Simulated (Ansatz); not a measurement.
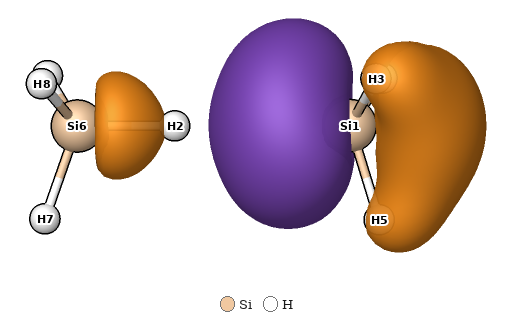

*H3Si···SiH4 (doublet). One frontier orbital at ±0.1 Å⁻³ᐟ² (orange and purple are the two phases), seen across its widest extent.*

Not at a stationary point (largest force 0.5 eV/Å).

All numbers below come from UKS r2SCANh/cc-pVDZ in Ansatz.

```csv
atom,x (Å),y (Å),z (Å)
Si,0.0008,-0.0001,-0.4257
H,-0.0005,0.0000,2.2405
H,1.4301,0.0001,-0.8623
H,-0.7143,1.2380,-0.8609
H,-0.7141,-1.2381,-0.8613
Si,-0.0002,0.0000,3.7180
H,-0.7609,-1.1847,4.2153
H,1.4064,-0.0665,4.2147
H,-0.6457,1.2513,4.2152
```

Question: Which orbital is it: HOMO (β) or LUMO (β)?

Answer: The LUMO (β), at −2.47 eV. Its weight (Hirshfeld) is mainly on Si1 (about 70 %) and Si6 (about 5 %).
